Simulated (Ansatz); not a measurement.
# HCl (SMILES Cl) at B3LYP/3-21G

What is the energy change on altering one bond length of HCl at B3LYP/3-21G? 

The results are computed with Ansatz 0.2.0.

56 further runs of the same task are left out: 2 that didn't finish, 54 set aside as unsound or not needed.

## Step 1: The structure to begin with

The species is HCl (2 atoms), meant as a singlet with charge 0. As SMILES, `Cl`. The coordinates come from a PBE0-D4/def2-TZVP relaxation.

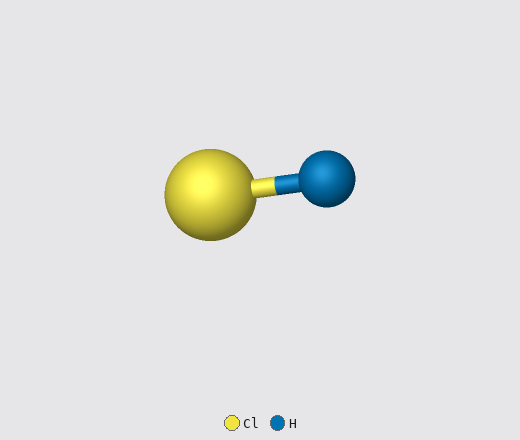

The structure, seen from a chosen angle (chlorine yellow, hydrogen blue).

## Step 2: A single-point energy at B3LYP/3-21G

job.yaml

```yaml
basis:
  gaussian: {orbitals: 3-21G.json}
crystal:
  periodic: [false, false, false]
  atoms:
    - symbol: Cl
      position_ang: [0.546000, -0.178500, 0.280800]
    - symbol: H
      position_ang: [-0.546000, 0.178500, -0.280800]
hamiltonian: {xc: {name: B3LYP}}
accuracy: high
```

The basis set 3-21G is read from a file made from the Basis Set Exchange's data (not shown).

Run with:

```
ansatz run job.yaml --threads 1 --pin off --max-ram 2610MiB --events-out events.jsonl --progress --plain --runs-dir runs
```

What it wrote:

```text
Warning: RAYON_NUM_THREADS=1 ignored (pool sized by the plan → 1); use --threads N
Functional definition: B3LYP
  name "B3LYP"
  parameter a0 = 0.2
  parameter ax = 0.72
  parameter ac = 0.81
  exchange = (1 - a0 - ax)*slater_x + ax*b88_x + a0*exact_x
  correlation = (1 - ac)*vwn_rpa_c + ac*lyp_c
258 factors; integrals over basis functions are off by at most 4.2e-9 eV
mean field evaluation 1: about -12478.4555 eV, gradient 1.1e1 eV
mean field evaluation 2: about -12478.5486 eV, gradient 1.0e1 eV
mean field evaluation 4: about -12478.8328 eV, gradient 2.5e-2 eV
mean field evaluation 8: about -12478.8262 eV, gradient 1.4e-4 eV
mean field -12478.82621161 eV, -458.5884048243 hartree, gradient 7.2e-9 eV, S^2 0.000000; 0 other end points of the search recorded, 0 dependent functions left out
reference -12478.82623467 eV, -458.5884056719 hartree; 9, 9 occupied and 6, 6 virtual orbitals, 258 factors
Total energy: -12478.82623467 eV, -458.5884056719 hartree
```

It took 0.34 s on 1 thread of Arm Neoverse V2, shared host.

## Step 3: The distorted shape

in.yaml

```yaml
crystal:
  periodic: [false, false, false]
  atoms:
    - symbol: Cl
      position_ang: [0.819009, -0.267753, 0.421205]
    - symbol: H
      position_ang: [-0.546000, 0.178500, -0.280800]
basis:
  gaussian:
    orbitals: 3-21G.json
accuracy: high
hamiltonian:
  xc: {name: B3LYP}
total_charge: 0
```

The basis set 3-21G is read from a file made from the Basis Set Exchange's data (not shown).

Run with:

```
ansatz run in.yaml --threads 1 --pin off --max-ram 2610MiB --events-out events.jsonl --progress --plain --runs-dir runs
```

What it wrote (excerpt; [...] marks lines left out):

```text
Warning: RAYON_NUM_THREADS=1 ignored (pool sized by the plan → 1); use --threads N
[... 7 set-up lines as earlier in the session ...]
259 factors; integrals over basis functions are off by at most 3.8e-9 eV
mean field evaluation 1: about -12477.5381 eV, gradient 1.3e1 eV
mean field evaluation 2: about -12477.1320 eV, gradient 1.8e1 eV
mean field evaluation 4: about -12478.2244 eV, gradient 3.3e-2 eV
mean field evaluation 8: about -12478.2205 eV, gradient 2.6e-4 eV
mean field -12478.22046980 eV, -458.5661442235 hartree, gradient 2.4e-8 eV, S^2 0.000000; 0 other end points of the search recorded, 0 dependent functions left out
reference -12478.22049346 eV, -458.5661450929 hartree; 9, 9 occupied and 6, 6 virtual orbitals, 259 factors
Total energy: -12478.22049346 eV, -458.5661450929 hartree
```

It took 0.34 s on 1 thread of Arm Neoverse V2, shared host.

## Step 4: Results

At B3LYP/3-21G:

```
                                                          quantity          value
                                         first shape: total energy  -458.58841 Eh
                                     distorted shape: total energy  -458.56615 Eh
energy change with the Cl1–H2 bond stretched from 1.279 to 1.599 Å       0.606 eV
```

With the Cl1–H2 bond stretched from 1.279 to 1.599 Å the energy rises by 0.61 eV (14.0 kcal/mol). The first shape isn't relaxed at this level, so the change isn't measured from a minimum.
